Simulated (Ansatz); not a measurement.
**Geometry relaxation, with input and output: HfH$_{2}$OF$_{4}$ (part 2 of 2)**

Continued. System: HfH$_{2}$OF$_{4}$. Method: RKS PBE-D4/def2-SVP (Ansatz 0.2.0). The input holds or restrains some coordinates. It belongs to a series of runs on one base structure; here: pulled along the bonds that form and break, towards end B.

Geometry of the input (Å):
```
Hf 0.0000  0.0000  0.0000
F  0.0000  0.0000  2.3300
F  1.8671  0.0000  -0.6593
F  -0.9326  1.6157  -0.6593
F  -0.9326  -1.6157  -0.6593
O  -2.2491  0.0000  0.7473
H  -2.7942  -0.6297  0.1759
H  -1.3253  0.0000  1.9476
```

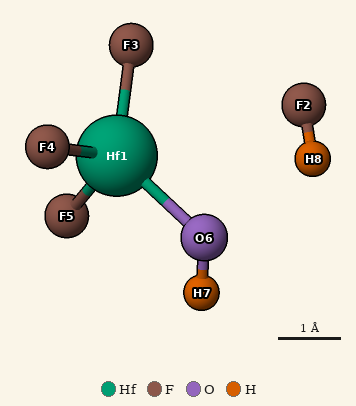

**Figure 1.** The geometry at step 8 of the log (ball-and-stick view, seen on its broad side; atoms are numbered from 1 in the order of the input).

### Trajectory as extended XYZ, continued
```
8
Properties=species:S:1:pos:R:3:forces:R:3 step=3 energy=-14238.69650
Hf   -0.1718    0.0049   -0.2693   -0.6996  -0.0106   2.3529
F    -0.1578   -0.0005    2.6091   -0.4565   0.0235  -1.4585
F     1.8167   -0.0011   -0.6470   -1.4667  -0.0376   0.4224
F    -0.9061    1.6559   -0.7045    0.5573   1.8872  -1.3918
F    -0.9131   -1.6539   -0.7059    0.3596  -1.7059  -1.4714
O    -2.1895    0.0302    0.5293    1.7658   0.2815   0.9659
H    -2.7922   -0.6517    0.1872    0.1544  -0.3793   0.3941
H    -1.0529   -0.0136    2.2241   -0.2143  -0.0587   0.1864
8
Properties=species:S:1:pos:R:3:forces:R:3 step=4 energy=-14239.30148
Hf   -0.2666    0.0079   -0.3612   -0.9278   0.1538   1.1867
F    -0.1843   -0.0063    2.7412    1.6825   0.0077  -0.2386
F     1.7074   -0.0070   -0.6147   -0.8445  -0.0549   0.4648
F    -0.8303    1.7645   -0.8470    0.5611   0.3338  -0.8850
F    -0.8626   -1.7417   -0.8658    0.3702  -0.2411  -0.9400
O    -2.1356    0.0329    0.5125    1.0646  -0.1232   0.6516
H    -2.7550   -0.6735    0.2447    0.1609  -0.0795   0.3828
H    -1.0398   -0.0065    2.4133   -2.0669   0.0034  -0.6222
8
Properties=species:S:1:pos:R:3:forces:R:3 step=5 energy=-14239.84781
Hf   -0.3282    0.0222   -0.3965   -0.8843   0.0553   0.6909
F    -0.1592   -0.0068    2.7598   -0.6426   0.0073  -0.8597
F     1.6297   -0.0174   -0.5241   -0.4408  -0.0487   0.5311
F    -0.7467    1.7920   -1.0209    0.2767  -0.2753  -0.5578
F    -0.8116   -1.7311   -1.0501    0.2061   0.4143  -0.5746
O    -2.1238    0.0224    0.5865    1.0183  -0.2331   0.4429
H    -2.7379   -0.7011    0.3465    0.1089   0.0632   0.3125
H    -1.0890   -0.0100    2.5218    0.3576   0.0170   0.0147
8
Properties=species:S:1:pos:R:3:forces:R:3 step=6 energy=-14240.25337
Hf   -0.3735    0.0337   -0.4318   -0.7833  -0.1006   0.5366
F    -0.1570   -0.0093    2.7260    0.0861   0.0289  -0.4856
F     1.5787   -0.0284   -0.3799   -0.4882  -0.0242   0.5090
F    -0.7025    1.7763   -1.1884    0.1175  -0.4709  -0.3072
F    -0.7875   -1.6797   -1.2341    0.1257   0.6537  -0.3009
O    -2.0984   -0.0046    0.6710    1.1009  -0.1945   0.0771
H    -2.7326   -0.7136    0.4407    0.0714   0.1050   0.2264
H    -1.0939   -0.0041    2.6194   -0.2301   0.0026  -0.2555
8
Properties=species:S:1:pos:R:3:forces:R:3 step=7 energy=-14240.52901
Hf   -0.4116    0.0351   -0.4507   -0.5364  -0.1402   0.4979
F    -0.1201    0.0066    2.7090    0.3568   0.0376  -0.3657
F     1.5220   -0.0395   -0.1935   -0.6301  -0.0044   0.3241
F    -0.6915    1.7326   -1.3210    0.0690  -0.4600  -0.1209
F    -0.7849   -1.6107   -1.3943    0.1071   0.6227  -0.0949
O    -2.0833   -0.0310    0.7223    1.0980  -0.1691  -0.1443
H    -2.7426   -0.7169    0.4945    0.0254   0.1199   0.1765
H    -1.0547   -0.0059    2.6567   -0.4898  -0.0065  -0.2727
8
Properties=species:S:1:pos:R:3:forces:R:3 step=8 energy=-14240.71801
Hf   -0.4377    0.0279   -0.4748   -0.4896  -0.1467   0.8084
F    -0.0841    0.0271    2.6789    0.2043   0.0473  -0.2386
F     1.4471   -0.0509   -0.0116   -0.4975  -0.0022   0.0736
F    -0.6854    1.6697   -1.4386    0.0273  -0.1880  -0.0645
F    -0.7744   -1.5253   -1.5554    0.0721   0.3181  -0.0348
O    -2.0521   -0.0665    0.7682    0.9279  -0.2008  -0.4030
H    -2.7591   -0.7074    0.5487    0.0535   0.1847   0.1412
H    -1.0209   -0.0043    2.7074   -0.2980  -0.0123  -0.2824
8
Properties=species:S:1:pos:R:3:forces:R:3 step=9 energy=-14240.80459
Hf   -0.4568   -0.0011   -0.4850   -0.6656  -0.1462   0.8070
F    -0.0626    0.1303    2.6619    0.3121   0.0864  -0.1914
F     1.3792   -0.1260    0.0811   -0.1333  -0.0287   0.0293
F    -0.6556    1.6489   -1.4407   -0.0115  -0.0367  -0.0018
F    -0.7285   -1.4351   -1.7275    0.0187   0.1433   0.0227
O    -2.0311   -0.1689    0.7911    0.9412  -0.0238  -0.4420
H    -2.8208   -0.7122    0.6209   -0.0448   0.0619   0.0427
H    -0.9904    0.0344    2.7211   -0.4168  -0.0564  -0.2664
8
Properties=species:S:1:pos:R:3:forces:R:3 step=10 energy=-14240.85430
Hf   -0.4615   -0.0407   -0.4882   -0.7181  -0.1788   0.9140
F    -0.0690    0.3290    2.6404    0.1889   0.1091  -0.2161
F     1.3488   -0.2898    0.1045   -0.0521  -0.0456   0.0020
F    -0.6255    1.6805   -1.3156   -0.0098   0.0156   0.0160
F    -0.7388   -1.3388   -1.8692   -0.0089   0.0950   0.0320
O    -2.0043   -0.3113    0.8082    1.0220   0.1149  -0.5095
H    -2.8384   -0.7756    0.6301   -0.1076  -0.0104   0.0203
H    -0.9781    0.1170    2.7127   -0.3144  -0.0999  -0.2587
8
Properties=species:S:1:pos:R:3:forces:R:3 step=11 energy=-14240.87948
Hf   -0.4588   -0.0687   -0.4831   -0.7869  -0.0947   0.8150
F    -0.0848    0.5243    2.6237   -0.7697  -0.3302  -0.2091
F     1.3349   -0.4150    0.1131   -0.0898  -0.0472  -0.0106
F    -0.5987    1.7060   -1.2134    0.0104  -0.1609   0.1041
F    -0.7565   -1.2678   -1.9519    0.0089   0.1580   0.1362
O    -1.9865   -0.4187    0.8158    0.6406  -0.0147  -0.6402
H    -2.8631   -0.8182    0.6262    0.3904   0.1909   0.1202
H    -0.9533    0.1284    2.6926    0.5962   0.2988  -0.3155
8
Properties=species:S:1:pos:R:3:forces:R:3 step=12 energy=-14240.94614
Hf   -0.4497   -0.1015   -0.4842   -0.8719  -0.2491   1.0529
F    -0.1497    0.7024    2.5693    0.0622   0.0263  -0.3127
F     1.3126   -0.6009    0.0847    0.0106  -0.0452   0.0096
F    -0.5298    1.7365   -1.0284   -0.0021   0.0086   0.0214
F    -0.8142   -1.1454   -2.0480    0.0055   0.0836   0.0379
O    -1.9381   -0.5516    0.8267    0.8890   0.2680  -0.6244
H    -2.8186   -0.9365    0.6650    0.1069   0.0408   0.0453
H    -0.9792    0.2672    2.6378   -0.2003  -0.1331  -0.2300
8
Properties=species:S:1:pos:R:3:forces:R:3 step=13 energy=-14240.97606
Hf   -0.4408   -0.1512   -0.4842   -0.8484  -0.0622   1.1932
F    -0.2102    0.8727    2.5052    0.2585   0.0820  -0.3372
F     1.2904   -0.7694    0.0629    0.0254  -0.0443  -0.0258
F    -0.4623    1.7353   -0.8402    0.0046  -0.0463  -0.0022
F    -0.8707   -1.0011   -2.1427    0.0021  -0.0200  -0.0168
O    -1.8896   -0.6624    0.8441    0.9253   0.3842  -0.6626
H    -2.7699   -1.0519    0.7099    0.0055  -0.0055   0.0291
H    -1.0138    0.3984    2.5679   -0.3730  -0.2878  -0.1777
```

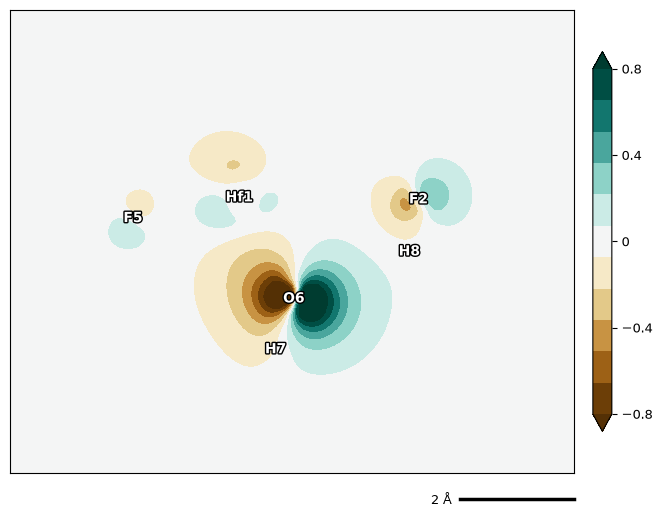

**Figure 2.** One frontier orbital on the plane of atoms F5, Hf1 and O6 (values in Å⁻³ᐟ²; the overall sign is arbitrary). The HOMO−1, at −8.33 eV.

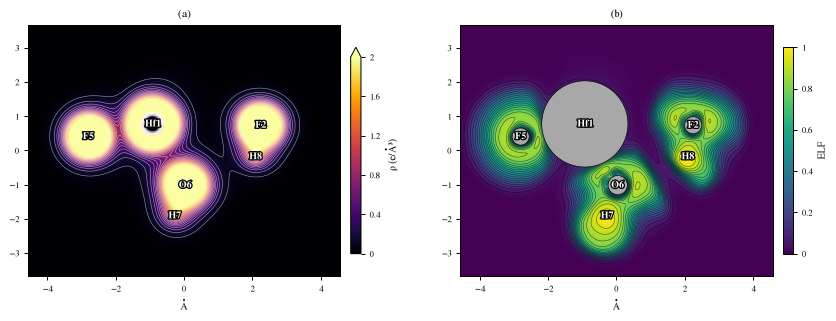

**Figure 3.** (a) total electron density; (b) electron localisation function on the plane of atoms F5, Hf1 and O6. Grey discs, where drawn, cover atomic cores. Atoms in the plane: Hf, F, O and H. Hf1···F2 (3.17 Å): ρ at the midpoint is about 0.04 e/Å³; the ELF is only about 0 between them. Hf–F (1.91 Å): ρ at the midpoint is about 0.88 e/Å³; the ELF peaks at about 0.85 in the valence shell of F, 0.5 Å from its nucleus, and drops to about 0.20 between the two atoms. O–H (0.97 Å): ρ is about 3.6 e/Å³ halfway, with its minimum of 2.3 e/Å³ about 0.8 Å from O; the ELF climbs to about 1 towards the hydrogen; a covalent bond by its length.

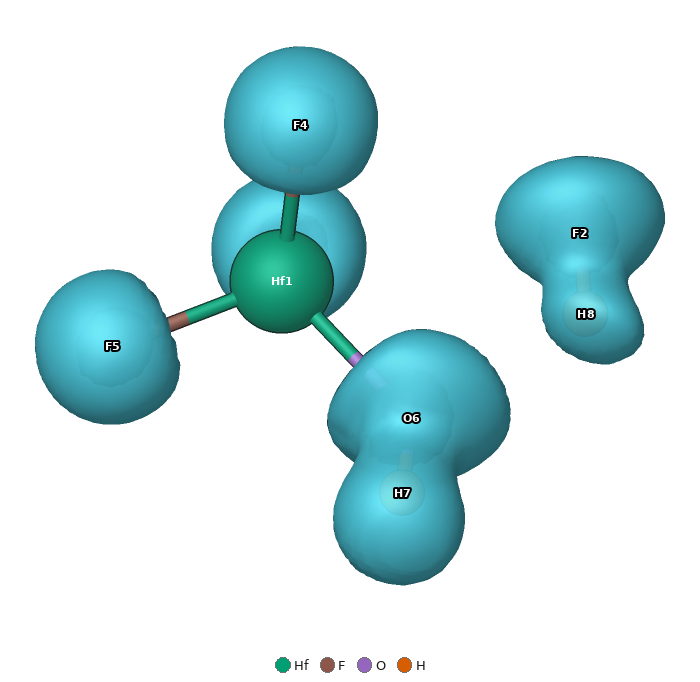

**Figure 4.** Isosurface of the ELF at 0.75 (cyan), seen at a tilt. Core shells and regions of very low density are left out. Along the contacts the grid gives the following. Hf1···F2 (3.17 Å): the ELF is only about 0 between them. Hf–F (1.91 Å): the ELF peaks at about 0.85 in the valence shell of F, 0.5 Å from its nucleus, and drops to about 0.20 between the two atoms.
